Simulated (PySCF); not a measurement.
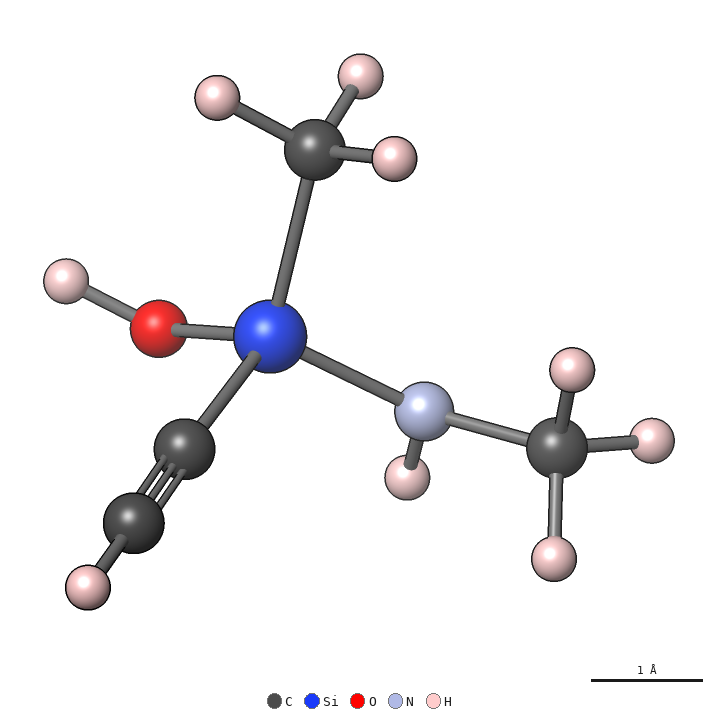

Rendered structure (ball-and-stick style).

The computed structure is the end point of a GFN2-xTB optimisation. No frequency run is at hand to confirm it as a minimum.

Describe the molecule.

Formula C4H9NOSi. As SMILES it reads `C#C[Si@](C)(O)NC`. It has no ring. Among its groups: alkyne, Si–O bond, Si–N bond. This geometry has C1 symmetry. Coordination, clear cases only: 2 C linear; 1 Si tetrahedral; 2 C tetrahedral; 1 O bent.

More results for the same structure follow; atom numbers are the same in all pictures, views and colours differ.

**Dipole moment**

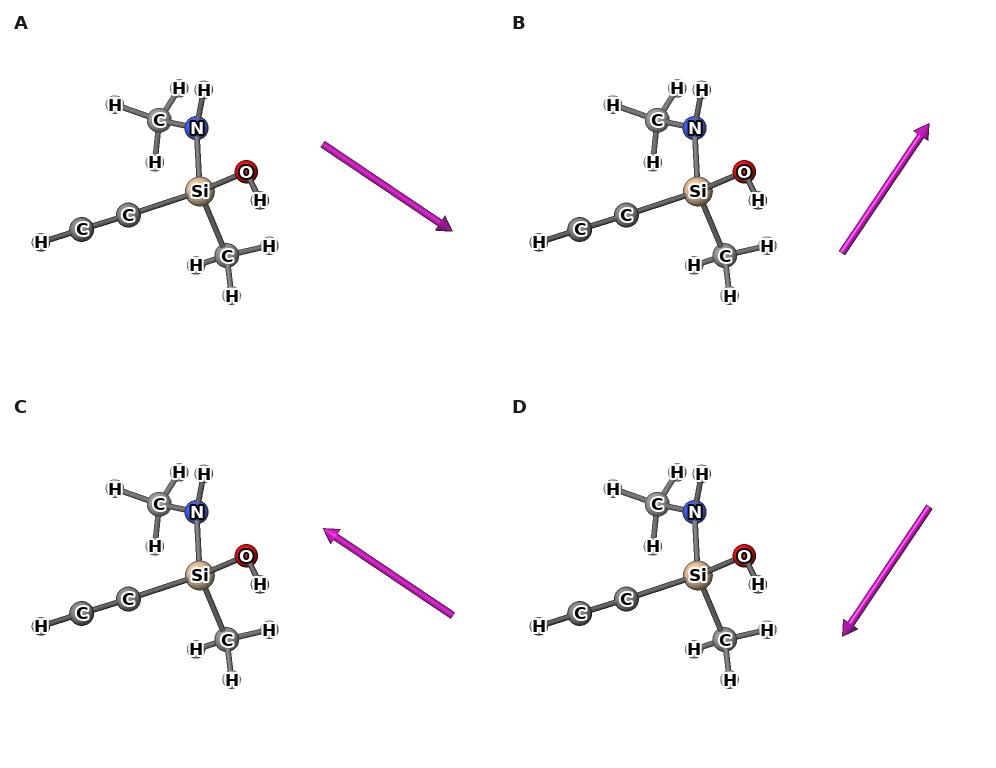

The same molecule four times, each with an arrow. No frequency run is at hand to confirm it as a minimum. Level of theory: PBE0/def2-SVPD, gas phase (PySCF 2.14.0).

Which arrow points along the dipole moment, from the negative to the positive end?

Answer. D. The dipole moment is 0.81 D.

**Excitation**

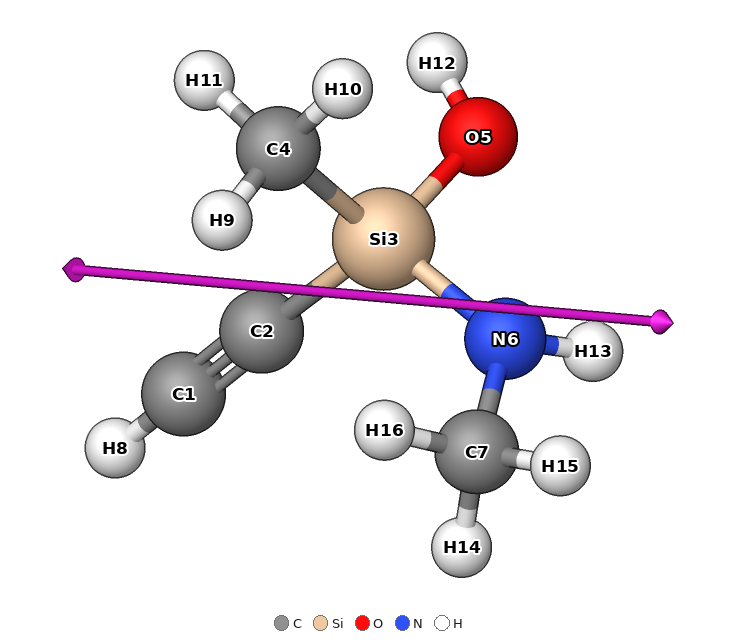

The double arrow shows the direction of the transition dipole to excited singlet state 2 (its length means nothing). No frequency run is at hand to confirm it as a minimum. Method: TDDFT PBE0/def2-SVPD, vertical, gas phase, core orbitals frozen in the response (PySCF 2.14.0).

How is the transition polarised?

Answer. Close to the long direction C1···C7.

Give its energy, strength and character.

Answer. 5.94 eV (209 nm), oscillator strength 0.022, mainly HOMO → LUMO+1 (weight 0.93); transition dipole 0.99 D.

**Polarisability**

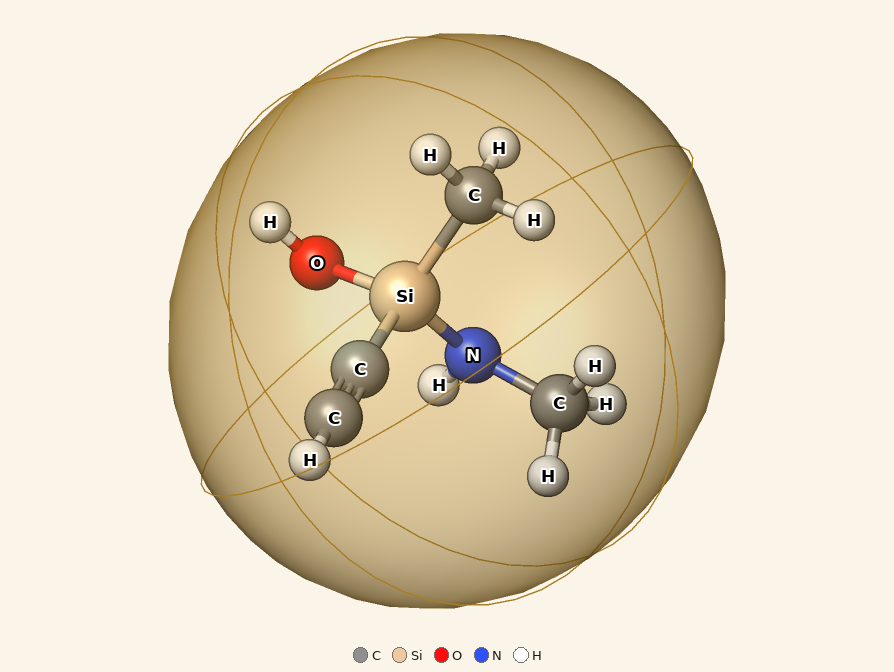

The ellipsoid shows the static dipole polarisability: its half-axes are proportional to the principal values. No frequency run is at hand to confirm it as a minimum. Level of theory: PBE0/def2-SVPD (PySCF 2.14.0).

How large and how anisotropic is the polarisability?

Answer. Principal values 72.0, 78.9, 95.4 bohr³; mean 82.1 bohr³ (12.17 Å³); anisotropy 20.8 bohr³, so the longest axis is 1.32 times the shortest.

The geometry is semi-empirical. Around Si such bond lengths and angles can be off by a tenth of an ångström or more and by several degrees, and values that hang on the shape move with them.
